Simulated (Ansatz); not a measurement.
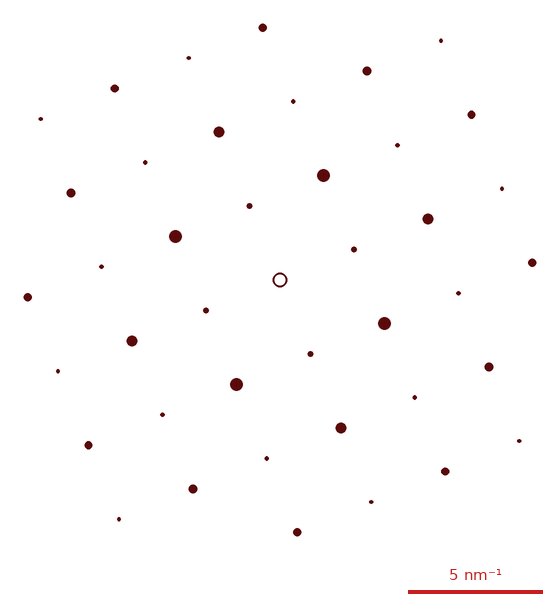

The pattern is a kinematic simulation for 120 kV electrons (no multiple scattering; isotropic B = 0.5 Å²).

It belongs to SnGe₂, space group Fm-3m (No. 225), a = 6.68 Å. Structure: coordinates from a relaxation with DFT PBEsol, scalar-relativistic, plane waves, PAW (Ansatz); the starting structure was generated, so it need not be a known form of this composition.

```
Sn Ge
1.0
     6.67673    0.00000    0.00000
     0.00000    6.67673    0.00000
     0.00000    0.00000    6.67673
Sn Ge
4 8
Cartesian
  0.0000 0.0000 0.0000
  0.0000 3.3384 3.3384
  3.3384 0.0000 3.3384
  3.3384 3.3384 0.0000
  1.6692 1.6692 5.0075
  1.6692 5.0075 5.0075
  1.6692 5.0075 1.6692
  1.6692 1.6692 1.6692
  5.0075 1.6692 1.6692
  5.0075 5.0075 1.6692
  5.0075 5.0075 5.0075
  5.0075 1.6692 5.0075
```

### Measure the pattern against the scale bar and name the zone.

The spots form a square net with both shortest vectors at d = 3.34 Å, 90.0° apart. They index as 2 0 0 and 0 2 0, so the zone axis is [001] (or an equivalent direction of <001>).

### Which reflections of this zone are missing, and why?

The lattice centring (F) removes all reflections that break h + k = 2n, h + l = 2n.
